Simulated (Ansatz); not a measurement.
**AlHClO (SMILES [O][AlH][Cl]) at 3 levels**

We compute a comparison of 3 runs (UHF/STO-3G, UCAM-B3LYP/STO-3G, UCCSD(T)/STO-3G) of AlHClO. 

Program for the calculation: Ansatz 0.2.0.

60 further runs of the same task are left out: 7 that didn't finish, 53 set aside as unsound or not needed.

## (1) The system as given

AlHClO has 4 atoms, charge 0, and is taken as a doublet. As SMILES, `[O][AlH][Cl]`. The Cl3–Al2 distance was set to 4.163 Å, away from the relaxed value. At this shape a bond of the SMILES string is far longer than usual.

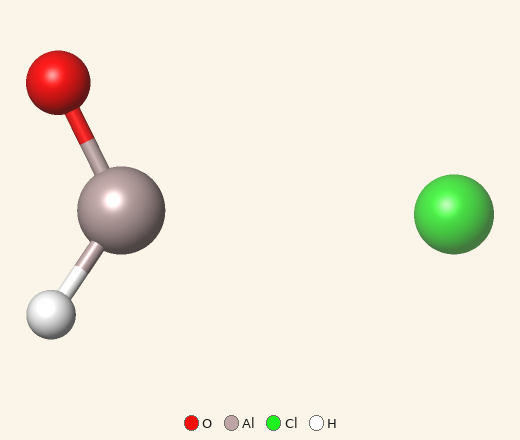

The structure, seen from a chosen angle (oxygen red, aluminium light grey, chlorine green, hydrogen white).

## (2) The energy at UHF/STO-3G (run 1)

molecule.yaml

```yaml
crystal:
  periodic: [false, false, false]
  atoms:
    - {symbol: O, position_ang: [1.982240, -0.776294, 2.535028]}
    - {symbol: Al, position_ang: [1.810040, 0.308606, 1.200028]}
    - {symbol: Cl, position_ang: [-1.573200, -0.210600, -1.168800]}
    - {symbol: H, position_ang: [2.911340, 1.396906, 0.966628]}
basis:
  gaussian:
    orbitals: STO-3G
accuracy: high
magnetization:
  spin_polarized: true
  initial_magnetization: 1
hamiltonian:
  xc: hf
```

Started as:

```
$ ansatz run molecule.yaml --threads 1 --pin off --max-ram 2610MiB --events-out events.jsonl --progress --plain --runs-dir runs
```

Standard output:

```text
Warning: RAYON_NUM_THREADS=1 ignored (pool sized by the plan → 1); use --threads N
[... 32 lines left out ...]
Total energy: -20896.03298639 eV, -767.9150484101 hartree
```

Run time: 2.1 s. Hardware: 1 thread of Arm Neoverse V1, shared host.

## (3) The energy at UCAM-B3LYP/STO-3G (run 2)

Edit molecule.yaml of step 2 so:

```diff
@@ -10,3 +10,2 @@
     orbitals: STO-3G
-accuracy: high
 magnetization:
@@ -15,2 +14,3 @@
 hamiltonian:
-  xc: hf
+  xc: {name: CAM-B3LYP}
+accuracy: high
```

Started as:

```
$ ansatz run molecule.yaml --threads 1 --pin off --max-ram 2610MiB --events-out events.jsonl --progress --plain --runs-dir runs
```

Standard output, cut to the lines that bear on the results:

```text
Warning: RAYON_NUM_THREADS=1 ignored (pool sized by the plan → 1); use --threads N
Functional definition: CAM-B3LYP
  name "CAM-B3LYP"
[...]
387 factors; integrals over basis functions are off by at most 2.4e-8 eV
166 factors; integrals over basis functions are off by at most 1.7e-9 eV
[...]
mean field -20932.33912434 eV, -769.2492743704 hartree, gradient 2.9e-8 eV, S^2 1.202612; 8 other end points of the search recorded, 0 dependent functions left out
reference -20932.33913924 eV, -769.2492749179 hartree; 20, 19 occupied and 4, 5 virtual orbitals, 387 factors
Total energy: -20932.33913924 eV, -769.2492749179 hartree
```

It took 10 s on 1 thread of Arm Neoverse V1, shared host; peak memory 0.14 GiB.

## (4) A single-point energy at UCCSD(T)/STO-3G (run 3)

run.yaml

```yaml
crystal:
  periodic: [false, false, false]
  atoms:
    - symbol: O
      position_ang: [1.982240, -0.776294, 2.535028]
    - symbol: Al
      position_ang: [1.810040, 0.308606, 1.200028]
    - symbol: Cl
      position_ang: [-1.573200, -0.210600, -1.168800]
    - symbol: H
      position_ang: [2.911340, 1.396906, 0.966628]
basis:
  gaussian:
    orbitals: STO-3G
magnetization:
  spin_polarized: true
  initial_magnetization: 1
correlation:
  method: ccsd_t
  frozen_orbitals: {Al: 5, Cl: 5, H: 0, O: 1}
accuracy: high
scf:
  omitted_lower_state_checks: [cluster_reference, increment]
```

Started as:

```
$ ansatz run run.yaml --threads 1 --pin off --max-ram 2610MiB --events-out events.jsonl --progress --plain --runs-dir runs
```

Standard output:

```text
Warning: RAYON_NUM_THREADS=1 ignored (pool sized by the plan → 1); use --threads N
[... 23 lines left out ...]
11 core orbitals not correlated: weight in the atoms' cores, before any rotation towards them, 1.000 or more for the frozen orbitals, at most 0.000 for the correlated occupied ones
[... 108 lines left out ...]
Total energy: -20898.23764532 eV, -767.9960681311 hartree
Checks for a lower state left out: cluster_reference, increment
```

Wall time 2.6 s (1 thread of Arm Neoverse V1, shared host).

## (5) All runs side by side

| run | level | frozen core orbitals | energy (Eh) | ⟨S²⟩ | wall time |
| --- | --- | --- | --- | --- | --- |
| 1 | UHF/STO-3G | – | -767.915048 | 1.679 | 2.1 s |
| 2 | UCAM-B3LYP/STO-3G | – | -769.249275 | 1.203 | 10 s |
| 3 | UCCSD(T)/STO-3G | 11 | -767.996068 | 1.679 | 2.6 s |

## (6) Outcome

| quantity | value |
| --- | --- |
| run 3: total energy | -767.99607 Eh |
| run 3: correlation energy (11 core orbitals frozen) | -81.0 mEh |
| run 3: (T) correction | -6.13 mEh |
| run 3: ⟨S²⟩ of the reference determinant | 1.679 |
| run 3: T1 diagnostic | 0.090 |

In words: In runs 1, 2, 3 the basis is minimal, so the values are rough. Spin contamination of the reference: run 1 ⟨S²⟩ = 1.68, run 3 ⟨S²⟩ = 1.68, run 2 ⟨S²⟩ = 1.20. Where it is this large, the reference is a mixture of spin states, and values that rest on it are in doubt. All runs together took 15 s, the longest 10 s.
